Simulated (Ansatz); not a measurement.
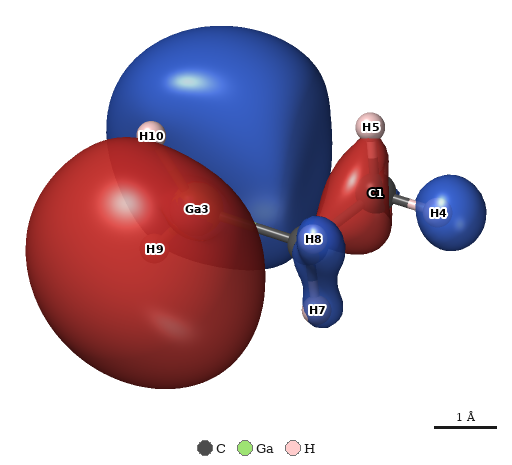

The picture shows: C$_{2}$H$_{7}$Ga (SMILES C[CH2][GaH2]). The LUMO at ±0.05 Å⁻³ᐟ² (blue and red are the two phases), seen across its widest extent.

Geometry: PBE0-D4/def2-TZVP.

Method: RKS PBE0-D4/def2-TZVPP (Ansatz).

Input

```
crystal:
  periodic: [false, false, false]
  atoms:
    - {symbol: C, position_ang: [-1.024898, 0.450708, -0.628544]}
    - {symbol: C, position_ang: [-0.092637, -0.683977, -0.195141]}
    - {symbol: Ga, position_ang: [1.367961, -0.006803, 0.954537]}
    - {symbol: H, position_ang: [-1.834647, 0.083618, -1.266383]}
    - {symbol: H, position_ang: [-0.495348, 1.220519, -1.197584]}
    - {symbol: H, position_ang: [-1.493898, 0.944959, 0.227465]}
    - {symbol: H, position_ang: [-0.659540, -1.445994, 0.346680]}
    - {symbol: H, position_ang: [0.336930, -1.168968, -1.076297]}
    - {symbol: H, position_ang: [1.201455, 0.051544, 2.520533]}
    - {symbol: H, position_ang: [2.694621, 0.554406, 0.314745]}
basis:
  gaussian: {orbitals: def2-TZVPP}
hamiltonian: {xc: pbe0, dispersion: d4}
output: {orbitals: {seedname: orbitals}}
```

Launched as:

```sh
ansatz run in.yaml --threads 4 --pin off --events-out ev --progress --plain --max-ram 10444MiB
```

Q: What is the character of this orbital?

A: It lies mainly on Ga3 (about 75 %). Its energy is −1.42 eV.
